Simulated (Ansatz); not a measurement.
**BH4InS3: density, localisation and related maps**

```xyz
9

B     0.1744   -0.0918   -0.2265
In   -1.1224   -2.3800   -0.5138
S     1.6118   -1.4119   -0.1893
S     0.7050    1.7736    0.0272
S    -0.9544    2.8987   -0.2570
H    -0.3389   -0.1958   -1.3538
H    -0.6517   -0.2981    0.6792
H     1.7487   -1.5465    1.1615
H     1.4841    1.8090   -1.1319
```

Core potentials replace the inner electrons of In.

Computed with RKS revPBE/def2-SVP in Ansatz.

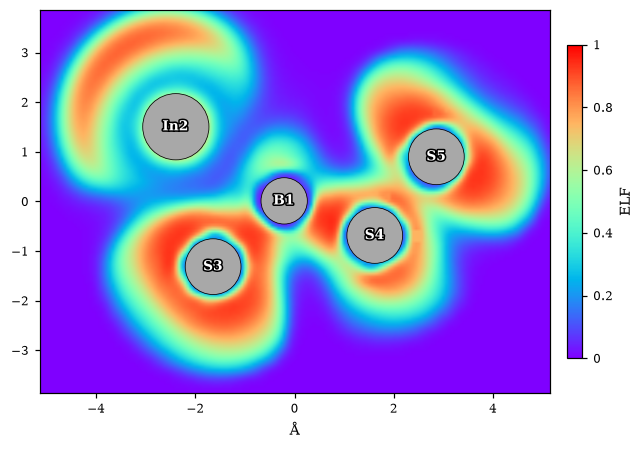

Figure 1. ELF on the plane of atoms In2, B1 and S3. Grey discs cover the atomic cores.

What does the map show?

The plane passes through B, In and S nuclei.
B–S (1.95 Å): the ELF peaks at about 0.90 between the atoms (a covalent bond).
S–S (2.02 Å): the ELF peaks at about 0.85 between the atoms; localised, covalent bonding.
In–B (2.65 Å): the ELF is about 0.10 at the midpoint.
In–S (2.92 Å): the ELF peaks at about 0.85 in the valence shell of S, 0.9 Å from its nucleus, and drops to about 0.15 between the two atoms.
The ELF also peaks beside S3 and S5, away from the bonds: lone-pair regions.

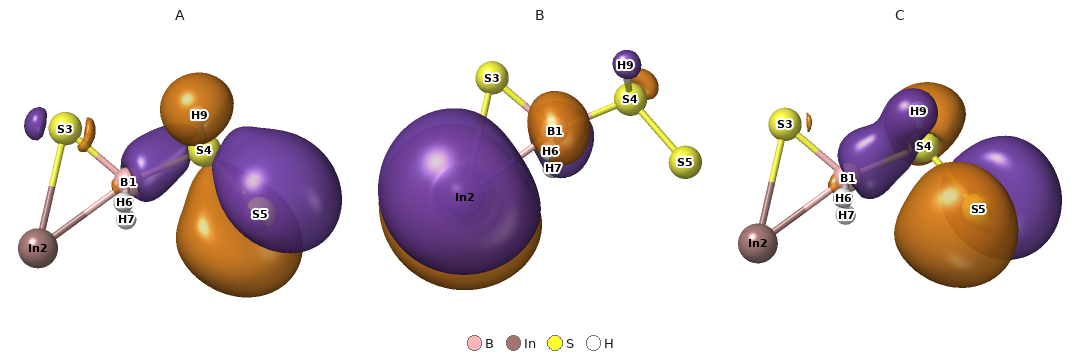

Figure 2. Three frontier orbitals at ±0.06 Å⁻³ᐟ² (orange and purple are the two phases), in no order.

Order the three orbitals by energy and name them.

A is the HOMO−1 (−4.26 eV). Its weight (Hirshfeld) is mainly on S5 (about 80 %) and S4 (about 10 %); largely a lone pair of S5. C is the HOMO (−3.82 eV). It lies mainly on S5 (about 80 %) and S4 (about 10 %); largely a lone pair of S5. B is the LUMO (−2.91 eV). Its weight (Hirshfeld) is mainly on In2 (about 85 %).

What is the HOMO–LUMO gap?

0.91 eV between the orbital energies.

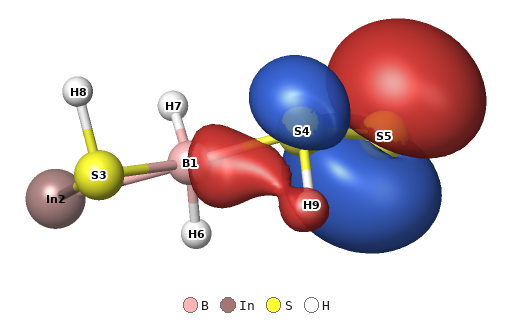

Figure 3. One frontier orbital at ±0.1 Å⁻³ᐟ² (blue and red are the two phases), seen from one side.

Which orbital is it: HOMO or LUMO?

The HOMO, at −3.82 eV. By Hirshfeld shares it lies mainly on S5 (about 80 %) and S4 (about 10 %); largely a lone pair of S5.
